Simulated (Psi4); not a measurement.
# [HO2]− (SMILES [O-]O): revPBE/def2-TZVPPD

What is the energy change on altering one bond length of [HO2]− at revPBE/def2-TZVPPD? 

The results are computed with Psi4 1.11.

1 further run of the same task is left out (set aside as unsound or not needed).

## (1) The system as given

[HO2]− has 3 atoms, charge -1, and is taken as a singlet. SMILES: `[O-]O`. Geometry: relaxed at PBE0-D4/def2-TZVPD.

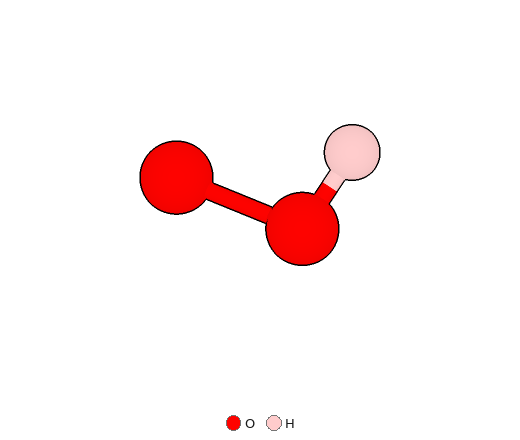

The structure, seen from a chosen angle (oxygen red, hydrogen pink).

## (2) Energy and forces at revPBE/def2-TZVPPD

The input, job.json:

```json
{
 "schema_name": "qcschema_input",
 "schema_version": 1,
 "molecule": {
  "schema_name": "qcschema_molecule",
  "schema_version": 2,
  "symbols": ["O", "O", "H"],
  "geometry": [-0.67606842, 1.93808422, -0.15274656, -0.45780505, -0.84259108, -0.341568, 1.13389237, -1.09551203, 0.49429566],
  "molecular_charge": -1,
  "molecular_multiplicity": 1,
  "fix_symmetry": "c1",
  "fix_com": true,
  "fix_orientation": true
 },
 "driver": "gradient",
 "model": {
  "method": "revpbe",
  "basis": "def2-TZVPPD"
 },
 "keywords": {
  "puream": true,
  "e_convergence": 1e-09,
  "d_convergence": 1e-08,
  "scf_type": "pk",
  "dft_radial_points": 99,
  "dft_spherical_points": 590,
  "scf_properties": ["LOWDIN_CHARGES", "MULLIKEN_CHARGES", "MAYER_INDICES"]
 }
}
```

Started as:

```console
psi4 --qcschema job.json -n 1 --memory 2200MB
```

stdout:

```text
[...]
  Running in c1 symmetry.
[...]
  Nuclear repulsion =   29.527067201919131
[...]
  Multiplicity = 1
[...]
  Nalpha       = 9
  Nbeta        = 9
[...]
    Number of basis functions: 97
[...]
   @RKS iter   1:  -150.68414632780195   -2.53814e-01   8.42139e-03 DIIS/ADIIS
[...]
   @RKS iter  12:  -150.97249347401271   -1.98952e-12   3.58703e-09 DIIS
[...]
    Orbital Energies [Eh]
    ---------------------
    Doubly Occupied:
       1A    -18.544709     2A    -18.463284     3A     -0.704252
       4A     -0.457726     5A     -0.173503     6A     -0.091452
       7A     -0.049246     8A      0.082664     9A      0.107785
[...]
  @RKS Final Energy:  -150.97249347401271
   => Energetics <=
    Nuclear Repulsion Energy =             29.5270672019191309
    One-Electron Energy =                -271.7268252335547345
    Two-Electron Energy =                 108.8381446082346287
    DFT Exchange-Correlation Energy =     -17.6108800506117369
    Empirical Dispersion Energy =           0.0000000000000000
    VV10 Nonlocal Energy =                  0.0000000000000000
    Total Energy =                       -150.9724934740127082
[...]
 Multipole Moments:
 ------------------------------------------------------------------------------------
     Multipole            Electronic (a.u.)      Nuclear  (a.u.)        Total (a.u.)
 ------------------------------------------------------------------------------------
 L = 1.  Multiply by 2.5417464519 to convert [e a0] to [Debye]
 Dipole X            :          8.9885359           -7.9370954            1.0514406
 Dipole Y            :         -9.1032965            7.6684331           -1.4348634
 Dipole Z            :          3.8722887           -3.4602208            0.4120679
 Magnitude           :                                                    1.8259683
[...]
  Mulliken Charges: (a.u.)
   Center  Symbol    Alpha    Beta     Spin     Total
       1     O     4.43917  4.43917  0.00000 -0.87835
       2     O     4.12722  4.12722  0.00000 -0.25443
       3     H     0.43361  0.43361  0.00000  0.13278
   Total alpha =  9.00000, Total beta =  9.00000, Total charge = -1.00000
  Lowdin Charges: (a.u.)
   Center  Symbol    Alpha    Beta     Spin     Total
       1     O     4.29129  4.29129  0.00000 -0.58259
       2     O     4.05744  4.05744  0.00000 -0.11487
       3     H     0.65127  0.65127  0.00000 -0.30254
[...]
  -Total Gradient:
     Atom            X                  Y                   Z
    ------   -----------------  -----------------  -----------------
       1        0.001751213233    -0.018932424843    -0.001141706715
       2        0.008051047882     0.016911651447     0.006238079990
       3       -0.009802034735     0.002020968006    -0.005096228914
[...]
```

The result, in JSON:

```text
{
 "driver": "gradient",
 "model": {
  "method": "revpbe",
  "basis": "def2-TZVPPD"
 },
 "success": true,
 "return_result": [0.0017512132328813997, -0.0189324248425861, -0.0011417067151456954, 0.008051047881741769, 0.016911651447356575, 0.006238079990403267, -0.009802034735115928, 0.0020209680064487284, -0.005096228914121037],
 "properties": {
  "calcinfo_nbasis": 97,
  "calcinfo_nmo": 97,
  "calcinfo_nalpha": 9,
  "calcinfo_nbeta": 9,
  "calcinfo_natom": 3,
  "nuclear_repulsion_energy": 29.52706720191913,
  "return_energy": -150.9724934740127,
  "return_gradient": [0.0017512132328813997, -0.0189324248425861, -0.0011417067151456954, 0.008051047881741769, 0.016911651447356575, 0.006238079990403267, -0.009802034735115928, 0.0020209680064487284, -0.005096228914121037],
  "scf_one_electron_energy": -271.72682523355473,
  "scf_two_electron_energy": 108.83814460823463,
  "scf_xc_energy": -17.610880050611737,
  "scf_dipole_moment": [1.051440555684982, -1.4348633616606072, 0.41206790474333355],
  "scf_total_energy": -150.9724934740127,
  "scf_total_gradient": [0.0017512132328813997, -0.0189324248425861, -0.0011417067151456954, 0.008051047881741769, 0.016911651447356575, 0.006238079990403267, -0.009802034735115928, 0.0020209680064487284, -0.005096228914121037],
  "scf_iterations": 12
 }
}
```

Wall time 32 s (1 thread of Intel Xeon at 2.50GHz (Skylake/Cascade Lake), shared host); peak memory 0.83 GiB.

## (3) The distorted shape: the energy at revPBE/def2-TZVPPD

The input, ho2.in:

```
memory 2.2 GB

molecule mol {
  -1 1
  O     -0.74154932     2.77231137    -0.09609824
  O     -0.45780505    -0.84259108    -0.34156800
  H      1.13389237    -1.09551203     0.49429566
  units bohr
  symmetry c1
}

set globals {
  basis                def2-TZVPPD
  puream               true
  e_convergence        1e-09
  d_convergence        1e-08
  scf_type             pk
  dft_radial_points    99
  dft_spherical_points 590
}

e, wfn = energy('revpbe', return_wfn=True)
oeprop(wfn, 'QUADRUPOLE', 'WIBERG_LOWDIN_INDICES', 'MAYER_INDICES', title='REVPBE')
```

Started as:

```console
psi4 -i ho2.in -o ho2.out -n 1
```

ho2.out:

```text
[...]
  Running in c1 symmetry.
[...]
  Nuclear repulsion =   23.860121046489009
[...]
  Multiplicity = 1
[...]
  Nalpha       = 9
  Nbeta        = 9
[...]
    Number of basis functions: 97
[...]
   @RKS iter   1:  -150.68731932592507   -4.85548e-01   8.05849e-03 DIIS/ADIIS
[...]
   @RKS iter  14:  -150.94534211619302   -1.39266e-12   7.83953e-10 DIIS
[...]
    Orbital Energies [Eh]
    ---------------------
    Doubly Occupied:
       1A    -18.547790     2A    -18.508487     3A     -0.644257
       4A     -0.497420     5A     -0.157214     6A     -0.067312
       7A     -0.022219     8A      0.048653     9A      0.057353
[...]
  @RKS Final Energy:  -150.94534211619302
   => Energetics <=
    Nuclear Repulsion Energy =             23.8601210464890094
    One-Electron Energy =                -260.3128321559399296
    Two-Electron Energy =                 103.0117506443091315
    DFT Exchange-Correlation Energy =     -17.5043816510512293
    Empirical Dispersion Energy =           0.0000000000000000
    VV10 Nonlocal Energy =                  0.0000000000000000
    Total Energy =                       -150.9453421161930180
[...]
 Multipole Moments:
 ------------------------------------------------------------------------------------
     Multipole            Electronic (a.u.)      Nuclear  (a.u.)        Total (a.u.)
 ------------------------------------------------------------------------------------
 L = 1.  Multiply by 2.5417464519 to convert [e a0] to [Debye]
 Dipole X            :         -0.3649296            0.8960816            0.5311520
 Dipole Y            :          0.2144848           -0.9952478           -0.7807630
 Dipole Z            :         -0.0000000           -0.0000000           -0.0000000
 Magnitude           :                                                    0.9443057
 L = 2.  Multiply by 1.3450342976 to convert [e a0^2] to [Debye ang]
 Quadrupole XX       :        -13.9914541            3.3866804          -10.6047737
 Quadrupole XY       :          4.4969288           -5.6057317           -1.1088029
[...]
```

Run time: 20 s. Hardware: 1 thread of Intel Xeon at 2.50GHz (Skylake/Cascade Lake), shared host; peak memory 0.82 GiB.

## (4) What came out

Level: revPBE/def2-TZVPPD.

```
                                                              quantity          value
                                             first shape: total energy  -150.97249 Eh
                                              first shape: HOMO energy        2.93 eV
                                              first shape: LUMO energy        4.24 eV
    first shape: HOMO–LUMO gap (to an unbound level, set by the basis)        1.31 eV
                                 first shape: largest force on an atom     1.015 eV/Å
                                         distorted shape: total energy  -150.94534 Eh
                                          distorted shape: HOMO energy        1.56 eV
                                          distorted shape: LUMO energy        2.41 eV
distorted shape: HOMO–LUMO gap (to an unbound level, set by the basis)        0.85 eV
     energy change with the O1–O2 bond stretched from 1.479 to 1.923 Å       0.739 eV
```

With the O1–O2 bond stretched from 1.479 to 1.923 Å the energy rises by 0.74 eV (71.3 kJ/mol). The first shape isn't relaxed at this level, so the change isn't measured from a minimum. The largest force (first shape) is 1.02 eV/Å: the shape isn't a stationary point for this species at this level. Mulliken charges (first shape) run from -0.88 on O1 to +0.13 on H3; in a basis this large or diffuse they mean little. The HOMO (first shape) lies at positive energy, 2.93 eV, as semi-local functionals often give for anions; only total energies tell whether the electron is bound. The HOMO (distorted shape) lies at positive energy, 1.56 eV, as semi-local functionals often give for anions; only total energies tell whether the electron is bound.
